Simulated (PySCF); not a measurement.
**One shape, several levels: doublet SiH2Cl**

Wanted: a comparison of 6 runs (U-r2SCAN/STO-3G, U-wB97X-V/STO-3G, UPBE0/STO-3G, UMP2/STO-3G, UCCSDT/STO-3G, UCISD/STO-3G) of doublet SiH2Cl. 

Program for the calculation: PySCF 2.14.0.

11 further runs of the same task are left out: 3 that didn't finish, 8 set aside as unsound or not needed.

### 1 The structure to begin with

The species is SiH2Cl (4 atoms), meant as a doublet with charge 0. As SMILES of the parent species, `[SiH2-]Cl`. The shape is that of a GFN2-xTB optimisation. That shape belongs to the parent species and isn't relaxed for this state.

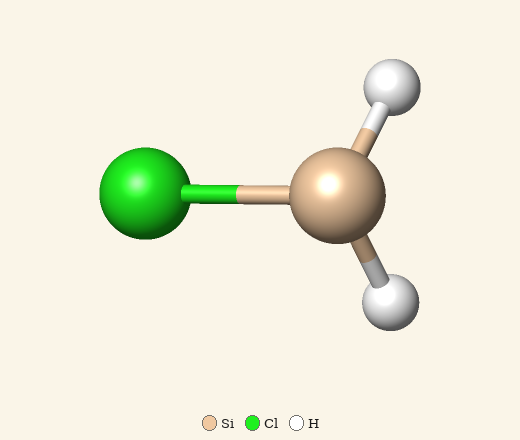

Viewed from a chosen angle; silicon light orange, chlorine green, hydrogen white.

### 2 The energy at U-r2SCAN/STO-3G (run 1)

calc.py

```python
from pyscf import gto, dft

system = gto.Mole()
system.atom = '''
Si    -0.487890     0.431230     0.253920
Cl     1.672110    -0.122480     0.774530
H     -0.971070    -0.977580     0.165380
H     -0.213160     0.668840    -1.193830
'''
system.basis = 'sto-3g'
system.charge = 0
system.verbose = 3
system.max_memory = 1860
system.spin = 1
system.build()

mf = dft.UKS(system, xc='r2scan')
mf.conv_tol = 1e-10
mf.grids.level = 5
mf.kernel()
if not mf.converged:
    mf = mf.newton().run(mf.mo_coeff, mf.mo_occ)

e_tot = mf.e_tot
print('Final energy', e_tot)
```

Command:

```
$ OMP_NUM_THREADS=1 python calc.py
```

Output:

```text
WARN: HOMO -0.184106242360551 >= LUMO -0.184106242360552

converged SCF energy = -742.455711575952  <S^2> = 0.75132012  2S+1 = 2.0013197
Final energy -742.4557115759521
```

It took 5.4 s on 1 thread of Arm Neoverse V2, shared host; peak memory 0.21 GiB.

### 3 The energy at U-wB97X-V/STO-3G (run 2)

start.xyz

```xyz
4

Si    -0.487890     0.431230     0.253920
Cl     1.672110    -0.122480     0.774530
H     -0.971070    -0.977580     0.165380
H     -0.213160     0.668840    -1.193830
```

input.py

```python
from pyscf import gto, dft

mol = gto.Mole()
mol.atom = 'start.xyz'
mol.spin = 1
mol.basis = 'sto-3g'
mol.charge = 0
mol.max_memory = 1860
mol.verbose = 4
mol.build()

ks = dft.UKS(mol)
ks.xc = 'wb97x-v'
ks.grids.level = 5
ks.conv_tol = 1e-10
ks.nlcgrids.level = 1
ks.kernel()
if not ks.converged:
    ks = ks.newton().run(ks.mo_coeff, ks.mo_occ)

etot = ks.e_tot
print('Final energy', etot)
```

Command:

```
$ OMP_NUM_THREADS=1 python input.py
```

Output:

```text
PySCF version 2.14.0

[... 64 lines left out ...]
WARN: HOMO -0.16776052119827 >= LUMO -0.167760521198272
[... 46 lines left out ...]
converged SCF energy = -742.38886673179  <S^2> = 0.75133933  2S+1 = 2.0013389
Final energy -742.3888667317901
```

Run time: 15 s. Hardware: 1 thread of Arm Neoverse V2, shared host; peak memory 0.21 GiB.

Runs 3 to 4 aren't shown in full; the table further down has their settings and results.

### 4 The energy at UCCSDT/STO-3G (run 5)

job.py

```python
from pyscf import gto, cc

mol = gto.M(
    atom=[
    ('Si', (-0.487890, 0.431230, 0.253920)),
    ('Cl', (1.672110, -0.122480, 0.774530)),
    ('H', (-0.971070, -0.977580, 0.165380)),
    ('H', (-0.213160, 0.668840, -1.193830)),
],
    spin=1,
    max_memory=1860,
    verbose=3,
    charge=0,
    basis='sto-3g',
)

mf = mol.UHF()
mf.conv_tol = 1e-10
mf.kernel()
if not mf.converged:
    mf = mf.newton().run(mf.mo_coeff, mf.mo_occ)

mycc = cc.CCSDT(mf, frozen=10)
mycc.kernel()
e_final = mycc.e_tot
print('Final energy', e_final)
```

Command:

```
$ OMP_NUM_THREADS=1 python job.py
```

Output:

```text
converged SCF energy = -741.318500045556  <S^2> = 0.7518622  2S+1 = 2.0018613
_make_eris_incore_UCCSDT

WARN: A large `blksize_v_aaa` is being used, which may cause large memory consumption
      for storing contraction intermediates. If memory is sufficient, consider using
      `pyscf.cc.uccsdt_highm.UCCSDT` instead.

WARN: A large `blksize_v_aab` is being used, which may cause large memory consumption
      for storing contraction intermediates. If memory is sufficient, consider using
      `pyscf.cc.uccsdt_highm.UCCSDT` instead.

UCCSDT converged
E(UCCSDT) = -741.3753720303736   E_corr = -0.05687198481801721
E_corr(same-spin) = -0.00188897898683791
E_corr(oppo-spin) = -0.0549830058311793
Final energy -741.3753720303736
```

It took 0.97 s on 1 thread of Arm Neoverse V2, shared host; peak memory 0.12 GiB.

### 5 The energy at UCISD/STO-3G (run 6)

run.py

```python
from pyscf import gto, scf, ci

molecule = gto.Mole()
molecule.atom = '''
Si    -0.921978     0.814907     0.479839
Cl     3.159830    -0.231454     1.463650
H     -1.835056    -1.847358     0.312523
H     -0.402814     1.263924    -2.256012
'''
molecule.max_memory = 1860
molecule.basis = 'sto-3g'
molecule.verbose = 4
molecule.spin = 1
molecule.unit = 'bohr'
molecule.build()

hf = scf.UHF(molecule)
hf.conv_tol = 1e-10
hf.kernel()
if not hf.converged:
    hf = hf.newton().run(hf.mo_coeff, hf.mo_occ)

cisd = ci.CISD(hf, frozen=10)
cisd.kernel()
e_tot = cisd.e_tot
print('E = %.10f Eh' % e_tot)
```

Command:

```
$ OMP_NUM_THREADS=1 python run.py
```

Output:

```text
PySCF version 2.14.0

[... 92 lines left out ...]
converged SCF energy = -741.318500053315  <S^2> = 0.7518622  2S+1 = 2.0018613
[... 1 line left out ...]
******** <class 'pyscf.ci.ucisd.UCISD'> ********
CISD nocc = (np.int64(7), np.int64(6)), nmo = (10, 10)
frozen orbitals 10
max_cycle = 50
direct = 0
conv_tol = 1e-09
max_cycle = 50
max_space = 12
lindep = 0
nroots = 1
Init t2, MP2 energy = -0.0371050712799291
UCISD converged
E(UCISD) = -741.3726981600466  E_corr = -0.05419810673115662
E = -741.3726981600 Eh
```

Wall time 0.58 s (1 thread of Arm Neoverse V2, shared host); peak memory 0.1 GiB.

### 6 Overview of the runs

| run | level | nlc grid | integration grid | energy (Eh) | dipole moment (D) of the reference | HOMO energy (eV) | LUMO energy (eV) | wall time |
| --- | --- | --- | --- | --- | --- | --- | --- | --- |
| 1 | U-r2SCAN/STO-3G | – | 5 | -742.455712 | 3.66 | -4.27 | -2.22 | 5.4 s |
| 2 | U-wB97X-V/STO-3G | 1 | 5 | -742.388867 | 4.04 | -7.66 | 0.44 | 15 s |
| 3 | UPBE0/STO-3G | – | 5 | -742.230169 | 3.80 | -5.31 | -1.59 | 3.6 s |
| 4 | UMP2/STO-3G | – | – | -741.355605 | 4.75 | -8.55 | 2.84 | 0.62 s |
| 5 | UCCSDT/STO-3G | – | – | -741.375372 | 4.75 | -8.55 | 2.84 | 0.97 s |
| 6 | UCISD/STO-3G | – | – | -741.372698 | 4.75 | -8.55 | 2.84 | 0.58 s |

### 7 Outcome

| quantity | value |
| --- | --- |
| run 6: total energy | -741.37270 Eh |
| run 6: dipole moment (Hartree–Fock density) | 4.75 D |
| run 6: HOMO energy (Hartree–Fock orbitals) (highest over α and β) | -8.55 eV |
| run 6: LUMO energy (Hartree–Fock orbitals) (lowest over α and β) | 2.84 eV |
| run 6: correlation energy (10 core orbitals frozen) | -54.2 mEh |
| run 6: ⟨S²⟩ of the reference determinant | 0.752 |

What this shows: Over runs 1, 2, 3 the dipole moment (its size) runs from 3.66 D (U-r2SCAN/STO-3G) to 4.04 D (U-wB97X-V/STO-3G). Totals of different functionals can't be ranked against each other. In runs 1, 2, 3, 4, 5, 6 the basis is minimal, so the values are rough. All runs together took 26 s, the longest 15 s.
